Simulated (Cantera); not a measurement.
Feed: 1 mol PbO, 1.5 mol O2, 14 mol N2, held at 9.50 mbar.

Method: chemical equilibrium by Gibbs-energy minimisation in Cantera with the NASA 1993 tables (ideal gas, pure condensed phases). Candidate condensed phases: Pb, PbO, PbO2, Pb3O4; 12 gas species. Gases not in the tables: (PbO)n polymers. Equilibrium is a limit: real reactors are often held back by kinetics, nucleation or transport.

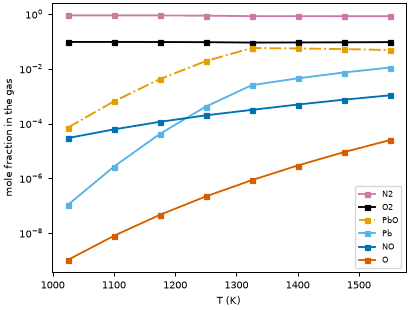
Figure: Equilibrium gas composition (values under 1e-9 drawn at 1e-9)

From 1025 K to 1100 K the condensed part is PbO(yellow). From 1175 K to 1250 K the condensed part is PbO(l). From 1325 K to 1550 K nothing is condensed.
